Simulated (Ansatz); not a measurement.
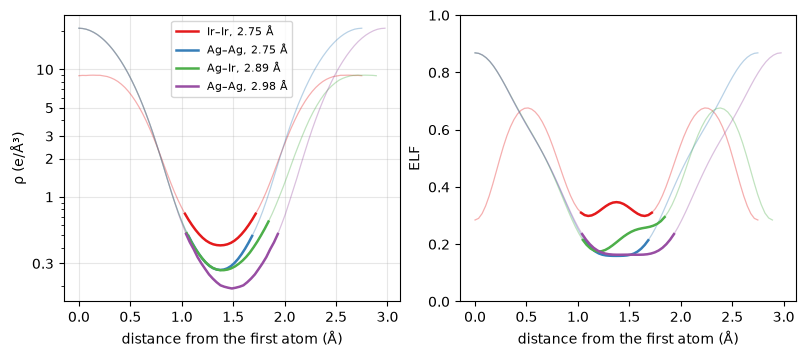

*Ag2Ir. Valence charge density (pseudo) and electron localisation function along straight lines between neighbouring atoms. Thin, pale parts lie inside the atomic spheres.*

Space group I4/mmm; started from the MoSi2 (C11b)_139 prototype, which need not be the ambient phase; computed without spin polarisation.

These are results of DFT PBE, scalar-relativistic, plane waves, PAW in Ansatz, not measurements.

The density is the valence pseudo-density of a PAW calculation; it isn't the true density close to the nuclei.

```xyz
6
Lattice="2.7495 0.0000 0.0000 0.0000 2.7495 0.0000 0.0000 0.0000 13.0635" Properties=species:S:1:pos:R:3 pbc="T T T"
Ag    0.0000    0.0000    8.6716
Ag    1.3748    1.3748    2.1398
Ag    0.0000    0.0000    4.3919
Ag    1.3748    1.3748   10.9237
Ir    0.0000    0.0000    0.0000
Ir    1.3748    1.3748    6.5317
```

**What can be read from the curves?**

Ir–Ir (2.75 Å): ρ is about 0.42 e/Å³ halfway; the ELF is about 0.35 at the midpoint; no localised pair shows between them.
Ag–Ag (2.75 Å): ρ is about 0.27 e/Å³ halfway; the ELF is about 0.15 at the midpoint: no localised pair shows between them.
Ag–Ir (2.89 Å): ρ at the midpoint is about 0.27 e/Å³; the ELF is about 0.25 at the midpoint (no shared electron pair shows on this line).
Ag–Ag (2.98 Å): the density is about 0.19 e/Å³ at the midpoint; the ELF is about 0.15 at the midpoint: no shared electron pair shows on this line.
